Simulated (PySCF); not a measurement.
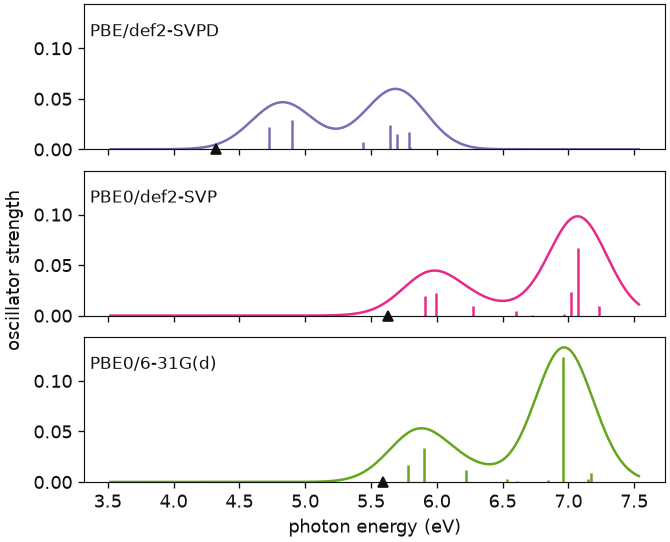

Vertical TDDFT spectra of C₃H₁₁AlS₂, SMILES C[S][AlH2-][S+](C)C, singlet at one geometry and several levels (PySCF 2.14.0, at a PBE0-D3(BJ)/def2-SVP geometry (no frequency check)); sticks with Gaussians of 1/e half-width 0.30 eV, the triangle marks S1, which has the same leading orbital pair at all these levels. Only the lowest states were computed, so the high end is incomplete.

> Order the levels by their S1 energy.

From lowest to highest: PBE/def2-SVPD 4.32 eV, PBE0/6-31G(d) 5.59 eV, PBE0/def2-SVP 5.63 eV; a spread of 1.31 eV.

Caveats, for all or some of the runs: 6-31G(d) has no diffuse functions, so states with Rydberg character are missing or too high; core orbitals are frozen in the response; def2-SVP has no diffuse functions, so states with Rydberg character are missing or too high; one conformer of a flexible molecule; states above the negative HOMO energy depend on the basis.
